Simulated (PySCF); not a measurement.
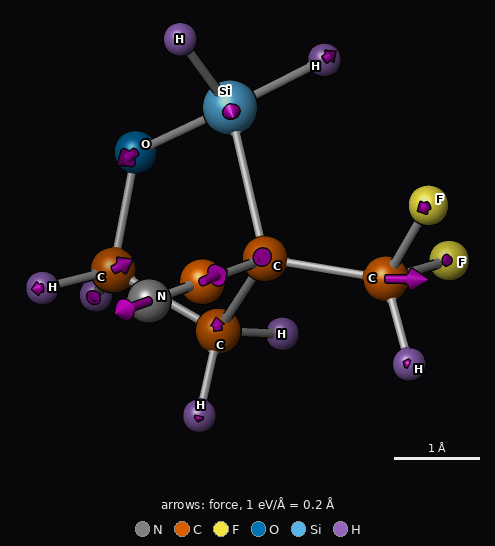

Starting geometry of C5H7F2NOSi with the computed forces as purple arrows. The picture is a ball-and-stick view, seen at a tilt.

The start comes from GFN2-xTB. Its atoms were then displaced at random by about 0.01 Å.

Method: PBE0-D3(BJ)/def2-SVP geometry optimisation, gas phase in PySCF. 

Is this structure relaxed? If not, where do the atoms go?

It isn't relaxed: the largest force vector, on the N atom, is 3.80 eV/Å. The final displacements follow the starting forces only in part (cosine between the two patterns 0.31). Over 14 geometry steps the energy falls by 6.46 kcal/mol. An H atom moves most after the best rigid fit: 0.15 Å. By element the largest moves are H 0.15 Å, O 0.09 Å, N 0.08 Å, F 0.07 Å, C 0.05 Å, Si 0.04 Å. Among the contacts that change: C–C 1.474 → 1.522 Å, O–Si 1.627 → 1.673 Å, H–Si 1.439 → 1.484 Å, C–F 1.384 → 1.350 Å. Among the angles between lasting bonds that change: H–Si–H 116.9° → 111.7°, C–C–F 113.3° → 109.5°, H–C–H 111.0° → 107.7°.
